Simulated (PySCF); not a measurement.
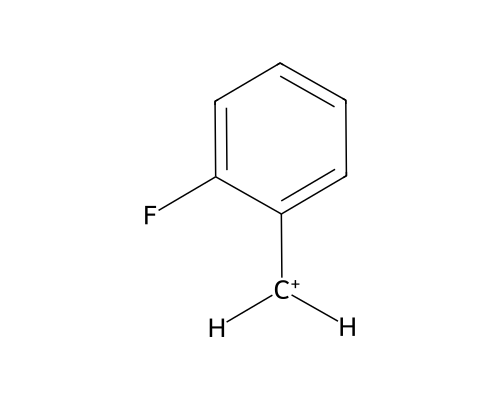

The species has charge +1 and is a spin singlet. Computed geometry: GFN2-xTB optimisation. No frequency run is at hand to confirm it as a minimum. Properties computed with B3LYP/def2-SVPD, gas phase (PySCF 2.14.0). Excitations: vertical, linear response.

Predict the main results.

The species is C₇H₆F⁺ (`[CH2+]c1ccccc1F`).
- HOMO energy (Kohn–Sham orbital): −12.65 eV
- LUMO energy (Kohn–Sham orbital): −9.21 eV
- HOMO–LUMO gap: 3.44 eV
- mean static polarisability: 78.4 bohr³
- lowest vertical singlet excitation: 2.84 eV
- its oscillator strength: 0.029
- brightest of the 8 lowest singlets: 4.78 eV
- its oscillator strength: 0.31
